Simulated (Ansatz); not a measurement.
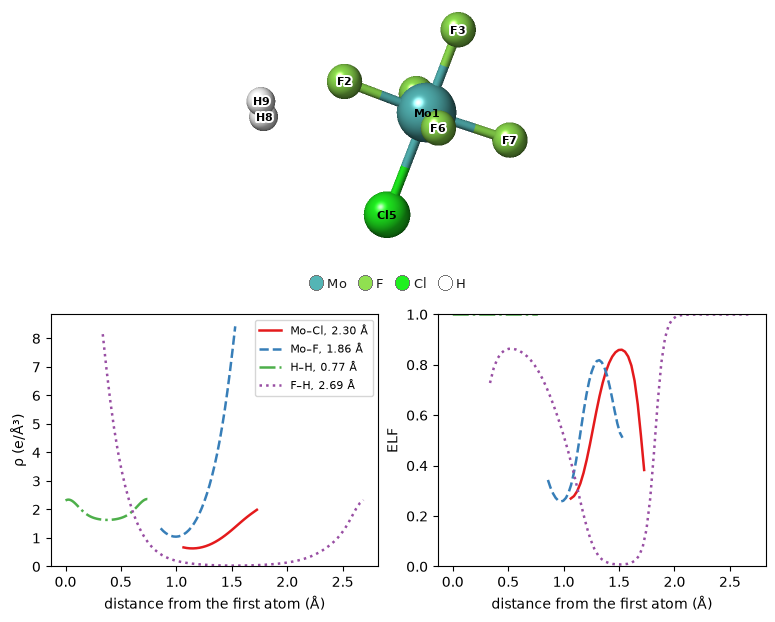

ClF$_{5}$Mo···H$_{2}$. Electron density and electron localisation function along straight lines between neighbouring atoms. The curves leave out the atomic cores. The structure is drawn too.

Core potentials replace the inner electrons of Mo.

All numbers below come from RKS BLYP-D4/def2-SVP (Ansatz 0.2.0).

```xyz
9

Mo    0.1369   -0.2950   -0.2629
F    -0.0537   -0.1940    1.5828
F     1.9790   -0.1281   -0.0382
F     0.0272    1.5533   -0.3862
Cl   -2.1398   -0.4973   -0.5335
F     0.3275   -2.1376   -0.1383
F     0.4085   -0.3997   -2.0965
H    -2.0083    2.3856    2.0254
H    -1.6264    1.8298    2.3914
```

What can be read from the curves?

Answer. Mo–Cl (2.30 Å): ρ at the midpoint is about 0.63 e/Å³; the ELF peaks at about 0.85 in the valence shell of Cl, 0.8 Å from its nucleus, and is about 0.35 at the midpoint.
Mo–F (1.86 Å): ρ is about 1.1 e/Å³ halfway; the ELF peaks at about 0.80 in the valence shell of F, 0.5 Å from its nucleus, and drops to about 0.25 between the two atoms.
H–H (0.77 Å): ρ at the midpoint is about 1.6 e/Å³; the ELF is about 1 at the midpoint.
F2···H9 (2.69 Å): the density falls to about 0.03 e/Å³ on the way; the ELF dips to about 0 between them (a non-bonded, intermolecular contact).
